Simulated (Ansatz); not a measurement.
## Run report: C₃H₆AlBO, geometry relaxation (part 1 of 2)

- system: C₃H₆AlBO
- method: RKS PBE0-D4/def2-TZVP (Ansatz 0.2.0)

The geometry: PBE-D4/def2-SVP start. Figures and captions count atoms from 1; the log counts them from 0 in places.

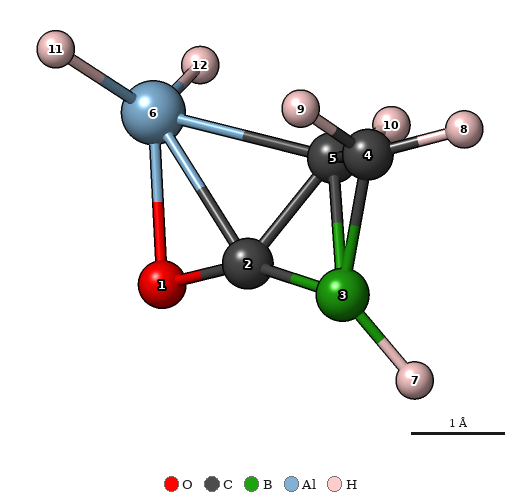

**Figure 1.** The input geometry (ball-and-stick view, seen at a tilt; atoms are numbered from 1 in the order of the input). Sticks mark near contacts.

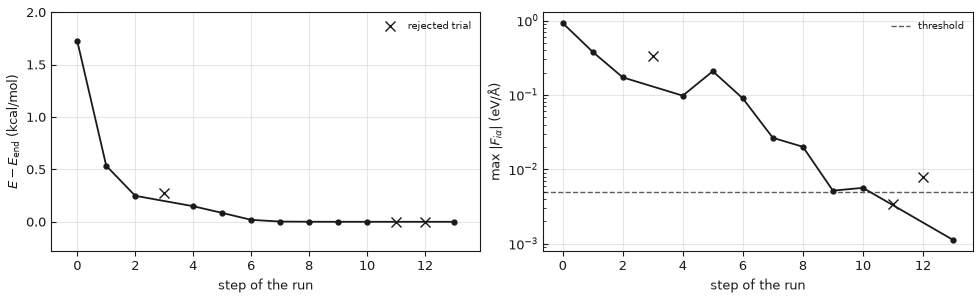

**Figure 2.** Progress of the relaxation, step by step (the first geometry is step 0 here and step 1 in the log).

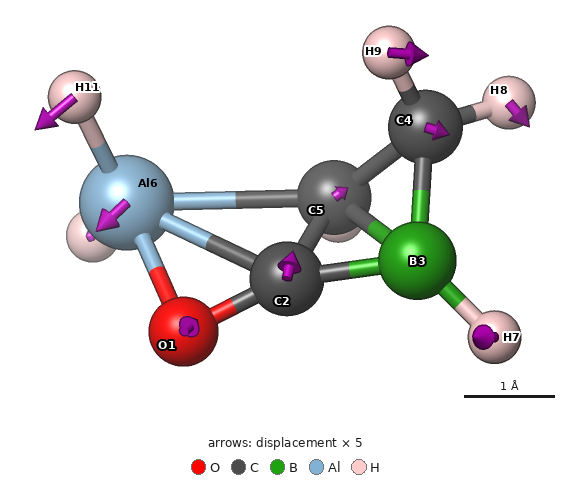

**Figure 3.** The starting structure with the displacements as pink arrows, magnified 5 times (ball-and-stick view, seen at a tilt). The two geometries are laid on each other by the best rigid fit. The energy falls by 1.72 kcal/mol in 13 geometry steps. Largest force component: 0.93 eV/Å at the start, 0.0011 eV/Å at the end. The line search rejected the trial steps at points 3, 11, 12 (counted from 0) and went back. The atom that moves furthest after the best rigid fit is H11 (0.12 Å). By element the largest moves are H 0.12 Å, Al 0.10 Å, C 0.08 Å, O 0.07 Å, B 0.01 Å. Among the contacts that change: C5–Al6 2.312 → 2.418 Å, O1–Al6 1.879 → 1.804 Å, C2–C5 1.471 → 1.425 Å, B3–H7 1.212 → 1.191 Å. Among the angles that change: B3–C2–Al6 145.8° → 152.6°, B3–C5–H10 131.0° → 137.0°, C5–C2–Al6 74.1° → 79.7°. (Atoms are counted from 1 in the order of the input.)

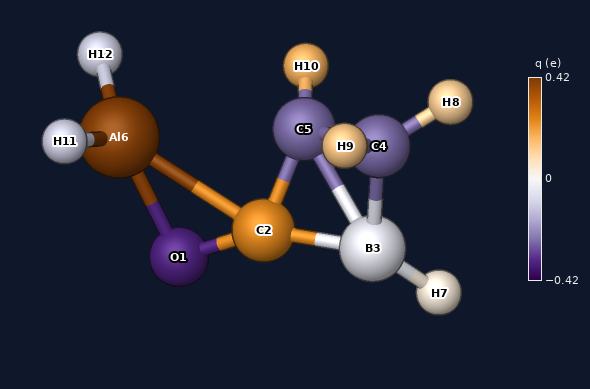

**Figure 4.** Mulliken charges, as the colour of each atom (ball-and-stick view, seen at a tilt; atoms are numbered from 1 in the order of the input; Mulliken charges depend strongly on the basis). By element: O −0.34, C −0.26 to +0.24, B −0.04, Al +0.40 and H −0.10 to +0.17 e.

The input and output of the run follow.

The input:
```yaml
crystal:
  periodic: [false, false, false]
  atoms:
    - {symbol: O, position_ang: [-0.554950, 0.841162, 1.793522]}
    - {symbol: C, position_ang: [-0.335045, -0.137045, 0.973594]}
    - {symbol: B, position_ang: [-0.316748, -1.566098, 0.492263]}
    - {symbol: C, position_ang: [0.570706, -1.277203, -0.811898]}
    - {symbol: C, position_ang: [-0.257445, -0.056051, -0.493174]}
    - {symbol: Al, position_ang: [0.219370, 1.972421, 0.507787]}
    - {symbol: H, position_ang: [-1.197995, -2.386082, 0.635656]}
    - {symbol: H, position_ang: [0.303155, -1.827840, -1.730777]}
    - {symbol: H, position_ang: [1.660028, -1.151332, -0.693944]}
    - {symbol: H, position_ang: [-1.010600, 0.405357, -1.164069]}
    - {symbol: H, position_ang: [1.785658, 2.136335, 0.706437]}
    - {symbol: H, position_ang: [-0.788934, 2.991176, -0.181596]}
basis:
  gaussian: {orbitals: def2-TZVP}
hamiltonian: {xc: pbe0, dispersion: d4}
relax: {f_tol: 0.005, max_steps: 150}
```

Run as:
```bash
ansatz run in.yaml --threads 4 --pin off --events-out ev --progress --plain --max-ram 10444MiB
```

What the program printed:
```
Functional definition: PBE0
  name "PBE0"
  cite "Adamo & Barone, J. Chem. Phys. 110, 6158 (1999) doi:10.1063/1.478522"
  cite "Perdew, Burke & Ernzerhof, Phys. Rev. Lett. 77, 3865 (1996) doi:10.1103/PhysRevLett.77.3865"
  parent pbe
  parameter a = 0.25
  parameter kappa = 0.804
  parameter beta = 0.06672455060314922
  exchange = (1 - a)*pbe_x(kappa = kappa, mu = beta*pi^2/3) + a*exact_x
  correlation = pbe_c(beta = beta)
1403 factors; their error is unknown
mean field evaluation 1: about -12512.4431 eV, gradient 5.9e1 eV
mean field evaluation 2: about -12507.6808 eV, gradient 7.4e1 eV
mean field evaluation 4: about -12520.1435 eV, gradient 5.7e0 eV
mean field evaluation 8: about -12520.2165 eV, gradient 4.5e-1 eV
mean field evaluation 16: about -12520.2168 eV, gradient 5.5e-5 eV
mean field -12520.21683962 eV, -460.1094823483 hartree, gradient 2.0e-5 eV, S^2 0.000000; 0 other end points of the search recorded, 0 dependent functions left out
the calculation of the forces begins
reference -12520.21687871 eV, -460.1094837848 hartree; 25, 25 occupied and 203, 203 virtual orbitals, 1403 factors
relax step   1: F+E_penalty+E_count = -12520.44889727 eV  Δ(F+E_penalty+E_count) = +0.000e0 eV  max|allowed force component| = 9.257e-1 eV/Å  Δτ_max = 0.0000 Å  (30 SCF iters, accepted)
these checks for a lower state are left out or cut short: starts, cluster_reference, orbital_swaps, neighbouring_geometries, increment
1403 factors; their error is unknown
mean field -12520.26784694 eV, -460.1113568328 hartree, gradient 1.9e-5 eV, S^2 0.000000; 0 other end points of the search recorded, 0 dependent functions left out
[... from here on the field's lines of each further geometry are left out, up to the last ...]
relax step   2: F+E_penalty+E_count = -12520.50051239 eV  Δ(F+E_penalty+E_count) = -5.162e-2 eV  max|allowed force component| = 3.793e-1 eV/Å  Δτ_max = 0.0239 Å  (34 SCF iters, accepted)
relax step   3: F+E_penalty+E_count = -12520.51292286 eV  Δ(F+E_penalty+E_count) = -1.241e-2 eV  max|allowed force component| = 1.722e-1 eV/Å  Δτ_max = 0.0158 Å  (33 SCF iters, accepted)
relax step   4: F+E_penalty+E_count = -12520.51194362 eV  Δ(F+E_penalty+E_count) = +9.792e-4 eV  max|allowed force component| = 3.291e-1 eV/Å  Δτ_max = 0.0429 Å  (33 SCF iters, rejected (line search))
relax step   5: F+E_penalty+E_count = -12520.51723394 eV  Δ(F+E_penalty+E_count) = -4.311e-3 eV  max|allowed force component| = 9.776e-2 eV/Å  Δτ_max = 0.0209 Å  (34 SCF iters, accepted)
relax step   6: F+E_penalty+E_count = -12520.51999871 eV  Δ(F+E_penalty+E_count) = -2.765e-3 eV  max|allowed force component| = 2.082e-1 eV/Å  Δτ_max = 0.0739 Å  (33 SCF iters, accepted)
relax step   7: F+E_penalty+E_count = -12520.52286787 eV  Δ(F+E_penalty+E_count) = -2.869e-3 eV  max|allowed force component| = 8.982e-2 eV/Å  Δτ_max = 0.0589 Å  (33 SCF iters, accepted)
relax step   8: F+E_penalty+E_count = -12520.52358484 eV  Δ(F+E_penalty+E_count) = -7.170e-4 eV  max|allowed force component| = 2.651e-2 eV/Å  Δτ_max = 0.0208 Å  (34 SCF iters, accepted)
relax step   9: F+E_penalty+E_count = -12520.52366525 eV  Δ(F+E_penalty+E_count) = -8.041e-5 eV  max|allowed force component| = 2.011e-2 eV/Å  Δτ_max = 0.0079 Å  (34 SCF iters, accepted)
relax step  10: F+E_penalty+E_count = -12520.52368468 eV  Δ(F+E_penalty+E_count) = -1.942e-5 eV  max|allowed force component| = 5.170e-3 eV/Å  Δτ_max = 0.0040 Å  (35 SCF iters, accepted)
relax step  11: F+E_penalty+E_count = -12520.52368670 eV  Δ(F+E_penalty+E_count) = -2.028e-6 eV  max|allowed force component| = 5.641e-3 eV/Å  Δτ_max = 0.0009 Å  (35 SCF iters, accepted)
relax step  12: F+E_penalty+E_count = -12520.52368660 eV  Δ(F+E_penalty+E_count) = +1.079e-7 eV  max|allowed force component| = 3.444e-3 eV/Å  Δτ_max = 0.0022 Å  (35 SCF iters, rejected (line search))
relax step  13: F+E_penalty+E_count = -12520.52368602 eV  Δ(F+E_penalty+E_count) = +6.792e-7 eV  max|allowed force component| = 7.885e-3 eV/Å  Δτ_max = 0.0011 Å  (35 SCF iters, rejected (line search))
the calculation of the forces begins
reference -12520.29316252 eV, -460.1122871631 hartree; 25, 25 occupied and 203, 203 virtual orbitals, 1403 factors
relax step  14: F+E_penalty+E_count = -12520.52368855 eV  Δ(F+E_penalty+E_count) = -1.850e-6 eV  max|allowed force component| = 1.127e-3 eV/Å  Δτ_max = 0.0005 Å  (35 SCF iters, accepted)
1403 factors; their error is unknown
mean field evaluation 128: about -12520.2931 eV, gradient 1.6e-3 eV
mean field -12520.29312339 eV, -460.1122857252 hartree, gradient 1.7e-5 eV, S^2 0.000000; 1 other end points of the search recorded, 0 dependent functions left out
the calculation of the forces begins
reference -12520.29316252 eV, -460.1122871631 hartree; 25, 25 occupied and 203, 203 virtual orbitals, 1403 factors
Total energy: -12520.52372768 eV, -460.1207602765 hartree
Atom 0 at    -0.568798     0.840383     1.726123 Å, force     0.000348     0.000192    -0.000371 eV/Å
Atom 1 at    -0.305791    -0.127857     0.904781 Å, force    -0.000384     0.000091     0.000328 eV/Å
Atom 2 at    -0.302938    -1.567958     0.492532 Å, force     0.000087    -0.000557     0.000361 eV/Å
Atom 3 at     0.539532    -1.323273    -0.830419 Å, force     0.000124    -0.000437    -0.000163 eV/Å
Atom 4 at    -0.245349    -0.083721    -0.518518 Å, force    -0.000614     0.001127    -0.000320 eV/Å
Atom 5 at     0.194142     2.018712     0.592459 Å, force    -0.000225    -0.000143     0.000360 eV/Å
Atom 6 at    -1.141132    -2.383230     0.716763 Å, force     0.000319     0.000070    -0.000177 eV/Å
Atom 7 at     0.243463    -1.870368    -1.723021 Å, force     0.000016    -0.000038    -0.000053 eV/Å
Atom 8 at     1.616465    -1.215384    -0.751453 Å, force     0.000081    -0.000015     0.000204 eV/Å
Atom 9 at    -0.916479     0.446008    -1.195761 Å, force     0.000127    -0.000024     0.000026 eV/Å
Atom 10 at     1.744252     2.211542     0.786292 Å, force     0.000108    -0.000210    -0.000104 eV/Å
Atom 11 at    -0.780166     2.999946    -0.165978 Å, force     0.000013    -0.000056    -0.000092 eV/Å
Dipole moment:     0.010857     0.051847    -0.295430 e Å
```

Trajectory as extended XYZ (Å, eV, eV/Å), 14 frames, from step=1 to step=14:
```
12
Properties=species:S:1:pos:R:3:forces:R:3 step=1 energy=-12520.44890
O    -0.5550    0.8412    1.7935    0.3489  -0.3038  -0.9257
C    -0.3350   -0.1370    0.9736   -0.0647   0.2814  -0.3321
B    -0.3167   -1.5661    0.4923   -0.1890   0.1291  -0.1267
C     0.5707   -1.2772   -0.8119    0.0830  -0.0238   0.0382
C    -0.2574   -0.0561   -0.4932   -0.2866  -0.0088   0.2074
Al    0.2194    1.9724    0.5078   -0.1863  -0.3425   0.3293
H    -1.1980   -2.3861    0.6357    0.3819   0.3457  -0.0217
H     0.3032   -1.8278   -1.7308    0.1234   0.2850   0.4768
H     1.6600   -1.1513   -0.6939   -0.5968  -0.0467  -0.0884
H    -1.0106    0.4054   -1.1641    0.4397  -0.2150   0.3883
H     1.7857    2.1363    0.7064   -0.1862   0.0118  -0.0269
H    -0.7889    2.9912   -0.1816    0.1328  -0.1124   0.0815
12
Properties=species:S:1:pos:R:3:forces:R:3 step=2 energy=-12520.50051
O    -0.5579    0.8326    1.7724    0.1816   0.0390  -0.3793
C    -0.3374   -0.1391    0.9602    0.0366   0.1446  -0.2698
B    -0.3146   -1.5622    0.4899   -0.0389   0.0927  -0.0718
C     0.5639   -1.2762   -0.8082    0.0162  -0.0097   0.0404
C    -0.2550   -0.0561   -0.4941   -0.1334  -0.0742   0.2028
Al    0.2182    1.9598    0.5077   -0.1670  -0.2627   0.2876
H    -1.1793   -2.3741    0.6444    0.1071   0.0938  -0.0098
H     0.2948   -1.8211   -1.7150    0.0365   0.0683   0.1229
H     1.6406   -1.1482   -0.7007   -0.1633  -0.0243  -0.0227
H    -0.9904    0.4113   -1.1577    0.1289  -0.0553   0.1048
H     1.7701    2.1409    0.7110   -0.0203   0.0000  -0.0037
H    -0.7757    2.9773   -0.1762    0.0160  -0.0122  -0.0014
12
Properties=species:S:1:pos:R:3:forces:R:3 step=3 energy=-12520.51292
O    -0.5525    0.8349    1.7578   -0.0048   0.1312   0.0363
C    -0.3327   -0.1345    0.9488    0.0634  -0.0467  -0.1722
B    -0.3123   -1.5559    0.4870    0.0140   0.0438  -0.0052
C     0.5608   -1.2762   -0.8078   -0.0349  -0.0140   0.0060
C    -0.2571   -0.0572   -0.4955   -0.0161  -0.1183   0.0803
Al    0.2135    1.9530    0.5173   -0.0485  -0.0211   0.1202
H    -1.1696   -2.3639    0.6483   -0.0148  -0.0233   0.0121
H     0.2913   -1.8228   -1.7075   -0.0054  -0.0098  -0.0254
H     1.6323   -1.1495   -0.7039    0.0282   0.0118   0.0008
H    -0.9847    0.4135   -1.1552    0.0044   0.0314  -0.0295
H     1.7632    2.1364    0.7207    0.0142   0.0054  -0.0078
H    -0.7750    2.9669   -0.1761    0.0003   0.0096  -0.0155
```
